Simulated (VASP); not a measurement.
Band structure of KCl (rock salt). These are optB86b-vdW, VASP's PBE PAW potentials (set 64) (plane waves; VASP) values and carry that method's errors.

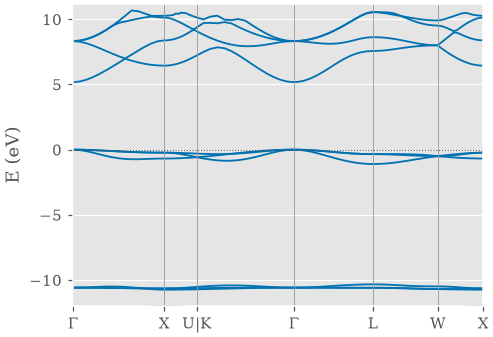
Figure. Bands along high-symmetry lines, zero at the valence-band maximum or, without a gap, the Fermi level

### Question
Read the plot: is there a gap, and where are the band edges?

### Answer
The gap is direct, 5.18 eV, from the valence maximum at Γ to the conduction minimum at Γ. (Edges off the drawn lines would not show.)

Measured: gap 8.50 eV (computed value off by -3.32 eV), as given by David Koller et al., Journal of Physics Condensed Matter (2013), arXiv:1304.4470.

The compound is KCl in the rock salt structure. It was relaxed first.
